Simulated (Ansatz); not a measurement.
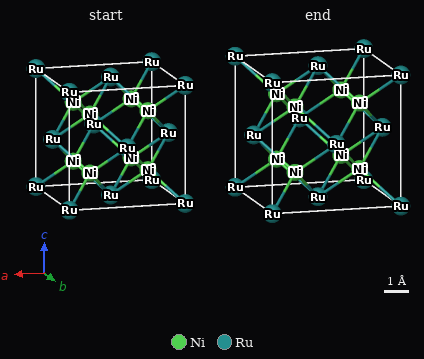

The structure of solid Ni2Ru (built on the fluorite_225 type) (coarse preliminary run) before (left) and after (right) a relaxation, at one scale.

Style: ball-and-stick. Shown: the conventional cell (4 times the calculation's cell), from a free direction. Lengths and directions refer to the drawn axes.

Case: fluorite type (Fm-3m, No. 225).

Method: Ansatz 0.2.0, DFT PBE, scalar-relativistic, plane waves, PAW.

The input:
```yaml
crystal:
  lattice:
    - [0.0, 2.5129533335, 2.5129533335]
    - [2.5129533335, 0.0, 2.5129533335]
    - [2.5129533335, 2.5129533335, 0.0]
  atoms:
    - { symbol: Ni, position: [0.25, 0.25, 0.25] }
    - { symbol: Ni, position: [0.75, 0.75, 0.75] }
    - { symbol: Ru, position: [0.0, 0.0, 0.0] }
basis:
  ecutwfc: 420
kpoints:
  mp_grid: { grid: [6, 6, 6] }
hamiltonian:
  xc: pbe
scf:
  occupations: { method: gaussian, width: 0.1 }
  lower_state_search: "off"
output:
  forces: true
  stress: true
  eigenvalues: true
relax:
  adjacent_minimum: "off"
  f_tol: 0.04
  max_steps: 70
  cell: { stress_tol: 0.4 }
```

Command:
```bash
ansatz run input.yaml --threads 1 --pin off --max-ram 2560MiB --backend cpu --events-out ev --progress --plain --runs-dir out
```

> What changed between the two?

Over 6 accepted moves (8 points after the start) the energy falls by 1019 meV per atom. All forces vanish by symmetry, so only the cell relaxes. Pressure: 112.02 GPa at the start and 0.03 GPa at the end. At 2 points the geometry stayed and the basis and grid were re-selected for the new cell (energy shift of 19.8 meV per atom at most each time). The atoms keep their places relative to the cell (all moves are under 0.005 Å). Cell: a = b = c 5.026 → 5.582 Å (+11.1 %). Volume +37.0 %. Among the contacts that change: Ni1–Ru3 2.176 → 2.417 Å. The space group stays Fm-3m (No. 225). The run took 10 s on 1 thread of Arm Neoverse V2 (shared host), peak memory 0.32 GiB.
